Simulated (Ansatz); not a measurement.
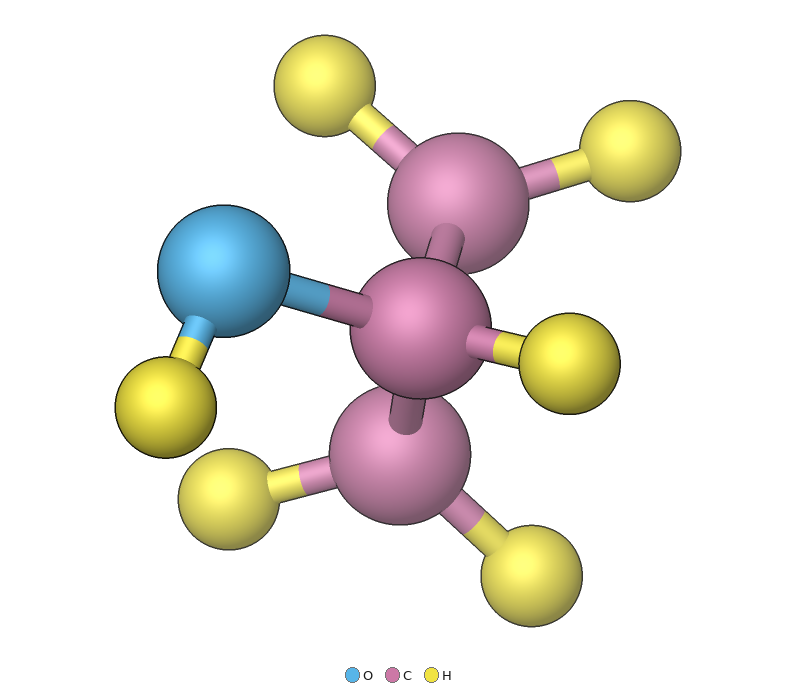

The picture shows a molecular structure as a ball-and-stick model. Every bond is drawn as one stick, whatever its order.

The computed structure is the end point of a PBE0-D4/def2-TZVP optimisation.

What is the molecular formula?

Answer. C₃H₆O, 10 atoms: 3 carbon, 6 hydrogen and 1 oxygen.

Does it have rings?

Answer. Independent rings (smallest set): 1 of 3 members.

How many atoms are distinct by symmetry?

Answer. 10: 1 O, 1 C, 1 C, 1 C, 1 H, 1 H, 1 H, 1 H, 1 H, 1 H.

What is the point group of this geometry?

Answer. C1.

Name functional groups in it.

Answer. Among them: alcohol.

More results for the same structure follow; atom numbers are the same in all pictures, views and colours differ.

## Shape

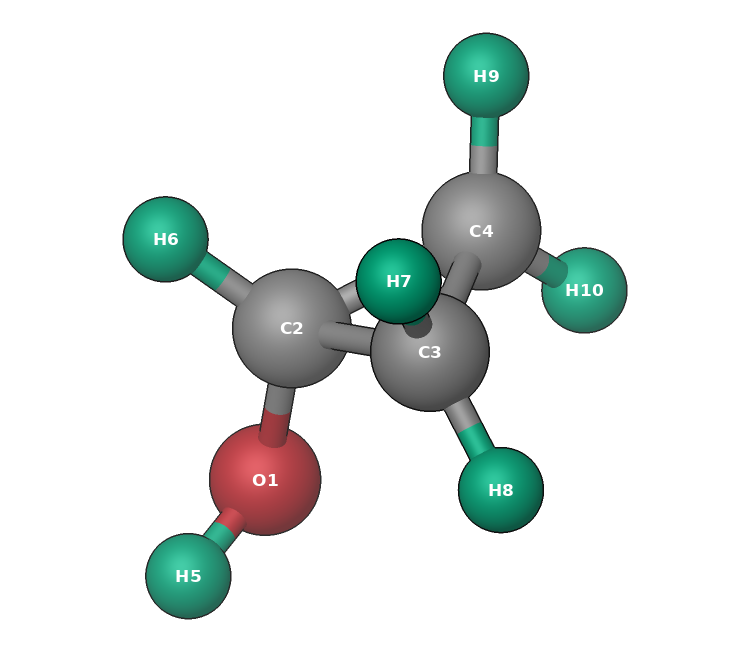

The atoms are numbered.

Give these bond angles: O1–C2–C3, O1–C2–C4, O1–C2–H6, C2–C3–C4, C2–C4–C3, C2–C4–H9, C2–C4–H10, C3–C2–C4, C3–C2–H6, C3–C4–H10, C4–C2–H6, C4–C3–H7.

```
    angle  degrees
 O1–C2–C3    119.4
 O1–C2–C4    116.1
 O1–C2–H6    114.9
 C2–C3–C4     59.2
 C2–C4–C3     60.0
 C2–C4–H9    118.7
C2–C4–H10    115.9
 C3–C2–C4     60.7
 C3–C2–H6    117.6
C3–C4–H10    116.9
 C4–C2–H6    117.5
 C4–C3–H7    118.9
```

## Charges

The questions are on Mulliken charges. Method: RKS ωB97M-V/def2-TZVPP (Ansatz 0.2.0).

List the Mulliken charges.

```json
{"atom": "O1", "value (e)": "−0.31"}
{"atom": "C2", "value (e)": "0.05"}
{"atom": "C3", "value (e)": "−0.20"}
{"atom": "C4", "value (e)": "−0.17"}
{"atom": "H5", "value (e)": "0.17"}
{"atom": "H6", "value (e)": "0.08"}
{"atom": "H7", "value (e)": "0.09"}
{"atom": "H8", "value (e)": "0.10"}
{"atom": "H9", "value (e)": "0.09"}
{"atom": "H10", "value (e)": "0.10"}
```

## Dipole moment

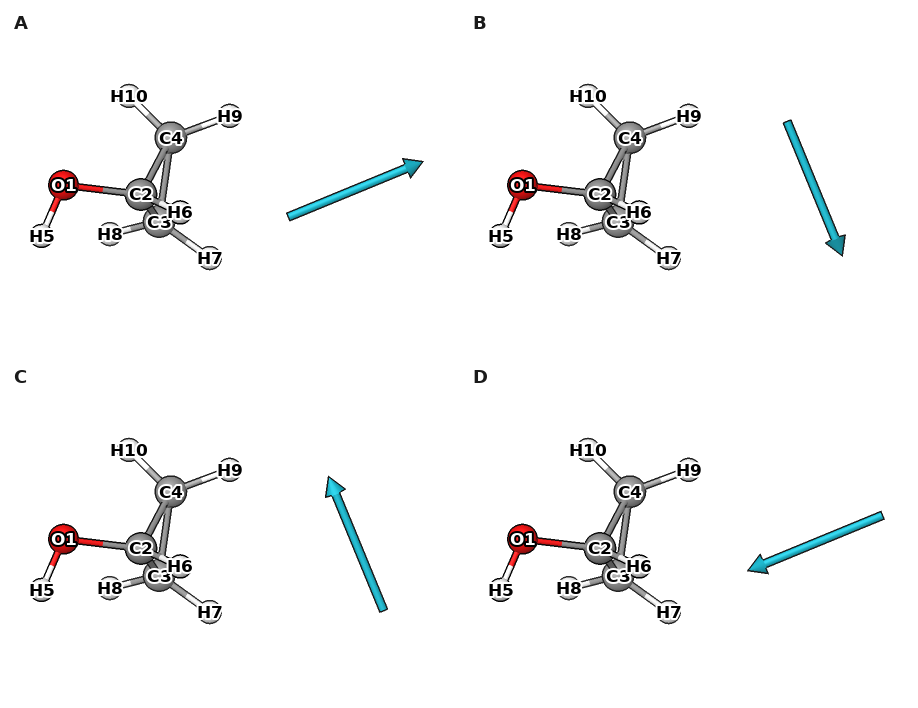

The same molecule four times, each with an arrow. Method: RKS B3LYP-D4/def2-TZVPP (Ansatz 0.2.0).

Which arrow points along the dipole moment, from the negative to the positive end?

Answer. B. The dipole moment is 1.49 D; it points from the side of H10 to the side of H7 (the outermost atoms at the two ends).

## Thermal motion

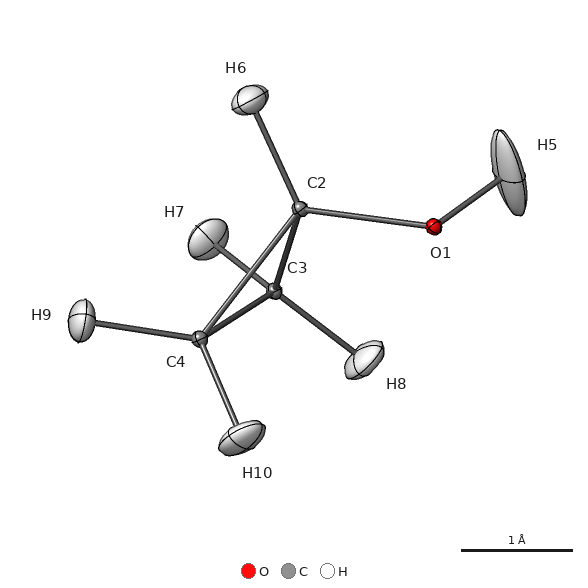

Displacement ellipsoids at the 50 % level, from the internal vibrations of the free molecule (harmonic, no overall translation or rotation; no half-axis is drawn under 0.075 Å). Vibrations computed with RKS PBE0-D4/def2-TZVP (Ansatz 0.2.0). Temperature: 400 K.

Which atom has the largest mean-square displacement?

Answer. H5, with U_eq = 0.0385 Å².

Does H5 move more along its bond or across it?

Answer. Across it: the root-mean-square amplitude is 0.072 Å along the bond and up to 0.307 Å across, since bending and torsion are softer than stretching.

List U_eq and the three principal root-mean-square amplitudes for each kind of atom.

```
atom  U_eq (Å²)   rms amplitudes (Å)
  O1     0.0011  0.023, 0.030, 0.043
  C2     0.0014  0.029, 0.041, 0.043
  C3     0.0011  0.023, 0.030, 0.044
  C4     0.0011  0.024, 0.030, 0.043
  H5     0.0385  0.071, 0.127, 0.307
  H6     0.0121  0.082, 0.113, 0.130
  H7     0.0138  0.078, 0.128, 0.137
  H8     0.0154  0.074, 0.128, 0.157
  H9     0.0137  0.078, 0.128, 0.137
 H10     0.0153  0.074, 0.128, 0.156
```

Mulliken values depend strongly on the basis set and can even reverse the polarity of a bond.
